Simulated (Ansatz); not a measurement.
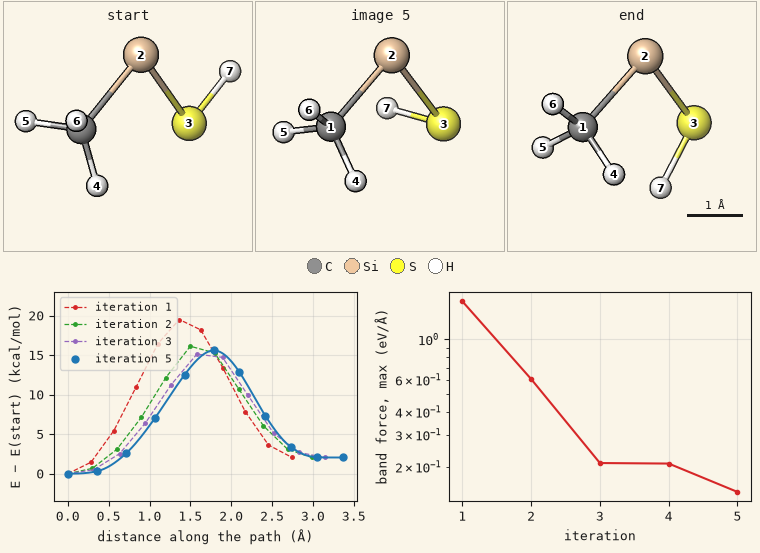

NEB run on CH₄SSi. Images are numbered from 0 (start) to 10 (end). The plot follows the band through its iterations. A ball-and-stick model, seen from a free direction.

These are results of RKS PBE-D4/def2-SVPD (Ansatz), not measurements. Run with 9 movable images; climbing image; force threshold 0.2 eV/Å; iteration limit 60; starting path by image-dependent pair potential.

**Did the band converge, and can the barrier be trusted?**

The run is converged, with reservations. The band converged in 5 iterations. The largest component of the band force went from 1.6 to 0.15 eV/Å. The climbing image converged on the top of the path. Its curvatures weren't checked. The force threshold is loose. The first iteration put the highest image at 19.5 kcal/mol. The energy climbs by 15.6 kcal/mol to image 5 and then falls by 13.5 kcal/mol, so the end point sits at +2.1 kcal/mol.

The run took 61 s on 2 threads of AMD EPYC 7R43 64-Core Processor (Zen 3) (shared host), peak memory 0.15 GiB.
